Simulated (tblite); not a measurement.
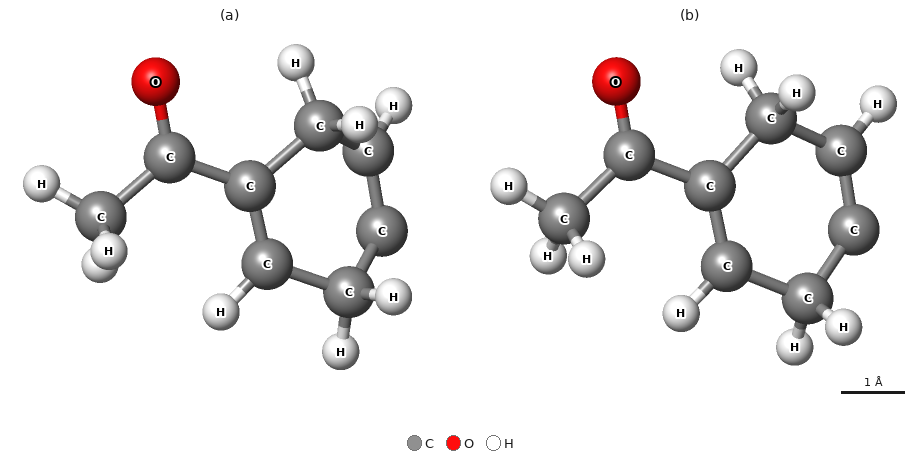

The structure of C8H9O (multiplicity 2) before (left) and after (right) a relaxation, at one scale.

A ball-and-stick model, seen at a tilt.

Method: GFN2-xTB geometry optimisation, gas phase (tblite 0.8.0). 

> What changed between the two?

The energy falls by 10.2 kcal/mol in 101 geometry steps. The atom that moves furthest after the best rigid fit is an H atom (0.64 Å). Largest moves by element: H 0.64 Å, C 0.35 Å, O 0.12 Å. Some distances before and after: C–O 1.263 → 1.212 Å, C–C 1.480 → 1.523 Å, C–C 1.329 → 1.296 Å, C–C 1.458 → 1.485 Å. Bond angles that change, for instance: C–C–C 119.0° → 129.3°, C–C–C 115.6° → 122.8°, C–C–C 121.0° → 114.2°.
